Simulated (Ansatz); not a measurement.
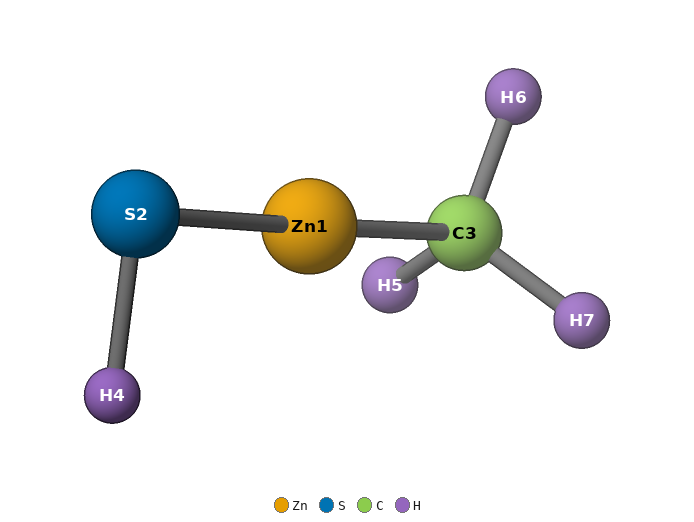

Atoms carry their numbers in the input. The computed structure is the end point of a PBE0-D4/def2-TZVP optimisation.

Estimate the angles S2–Zn1–C3, Zn1–S2–H4, Zn1–C3–H5, Zn1–C3–H6, Zn1–C3–H7, H5–C3–H6, H5–C3–H7, H6–C3–H7.

| angle | degrees |
| --- | --- |
| S2–Zn1–C3 | 179.1 |
| Zn1–S2–H4 | 92.8 |
| Zn1–C3–H5 | 110.7 |
| Zn1–C3–H6 | 110.3 |
| Zn1–C3–H7 | 110.6 |
| H5–C3–H6 | 108.3 |
| H5–C3–H7 | 108.5 |
| H6–C3–H7 | 108.3 |
